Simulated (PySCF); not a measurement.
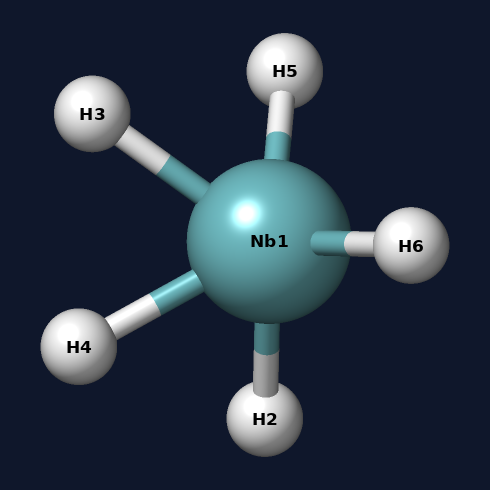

Every bond is drawn as one stick. The species is neutral and a spin singlet. The geometry was computed by an optimisation with PBE0/def2-TZVP with core potentials. Method: PBE0/def2-TZVP, core potentials on Nb (PySCF 2.14.0).

List the Mayer bond orders of Nb1–H3, Nb1–H2, Nb1–H6 (one bond of each equivalent set).

| bond | Mayer order | length (Å) |
| --- | --- | --- |
| Nb1–H3 | 0.97 | 1.715 |
| Nb1–H2 | 0.98 | 1.749 |
| Nb1–H6 | 0.97 | 1.774 |

The search tried a few shapes and spins; others may lie lower.
